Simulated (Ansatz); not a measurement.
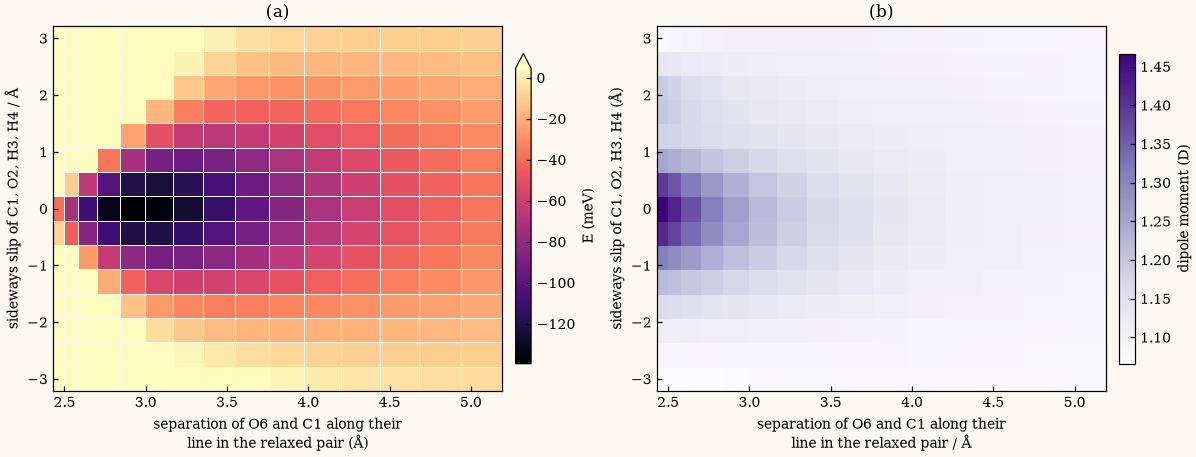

The pair CH₂O···CH₂O. Coordinates scanned: (1) separation of O6 and C1 along their line in the relaxed pair; (2) sideways slip of C1, O2, H3, H4. Nothing is relaxed (both partners rigid). Grid: 15 × 15 points. Points are written as (first, second). All energies are given in meV relative to the two partners far apart, frozen as in the relaxed pair, each in its own basis (no counterpoise correction). Theory: RHF/def2-SVPD (Ansatz 0.2.0).

Panel (a) is the energy and panel (b) the computed dipole moment on the same grid.

In the figure: one coloured cell a grid point, one colour for all values above the top of the scale.

> How does the dipole moment vary over the map, and what is it at the lowest grid point?

Leaving out the highest fifth of the energies, it runs from 1.08 D at (3.079 Å, −3.00 Å) to 1.47 D at (2.464 Å, 0.00 Å). At the lowest grid point, (2.914 Å, 0.00 Å), it is 1.26 D.

```
second ↓, first →  2.464  2.529  2.634  2.765  2.914  3.079  3.258  3.449  3.652  3.865  4.087  4.319  4.559  4.808  5.064
             3.00   1.08   1.09   1.09   1.10   1.10   1.10   1.10   1.10   1.10   1.10   1.10   1.10   1.09   1.09   1.09
             2.57   1.13   1.13   1.13   1.12   1.12   1.11   1.11   1.11   1.11   1.10   1.10   1.10   1.10   1.09   1.09
             2.14   1.19   1.18   1.16   1.15   1.14   1.13   1.12   1.12   1.11   1.11   1.10   1.10   1.10   1.10   1.09
             1.71   1.20   1.19   1.17   1.16   1.14   1.14   1.13   1.12   1.12   1.11   1.11   1.10   1.10   1.10   1.10
             1.29   1.18   1.18   1.17   1.16   1.15   1.15   1.14   1.13   1.12   1.12   1.11   1.11   1.10   1.10   1.10
             0.86   1.25   1.24   1.22   1.20   1.19   1.17   1.16   1.14   1.13   1.13   1.12   1.11   1.11   1.10   1.10
             0.43   1.39   1.36   1.32   1.27   1.23   1.20   1.18   1.16   1.15   1.13   1.12   1.12   1.11   1.10   1.10
             0.00   1.47   1.42   1.37   1.31   1.26   1.22   1.19   1.17   1.15   1.14   1.13   1.12   1.11   1.10   1.10
            −0.43   1.42   1.38   1.34   1.29   1.25   1.22   1.19   1.17   1.15   1.14   1.12   1.12   1.11   1.10   1.10
            −0.86   1.31   1.29   1.27   1.24   1.21   1.19   1.17   1.15   1.14   1.13   1.12   1.11   1.11   1.10   1.10
            −1.29   1.22   1.21   1.20   1.19   1.17   1.16   1.15   1.14   1.13   1.12   1.11   1.11   1.10   1.10   1.09
            −1.71   1.16   1.16   1.15   1.14   1.14   1.13   1.12   1.12   1.11   1.11   1.10   1.10   1.09   1.09   1.09
            −2.14   1.12   1.12   1.11   1.11   1.11   1.11   1.10   1.10   1.10   1.10   1.09   1.09   1.09   1.09   1.08
            −2.57   1.08   1.09   1.09   1.09   1.09   1.09   1.09   1.09   1.09   1.09   1.09   1.08   1.08   1.08   1.08
            −3.00   1.07   1.07   1.07   1.07   1.07   1.08   1.08   1.08   1.08   1.08   1.08   1.08   1.08   1.08   1.08
```
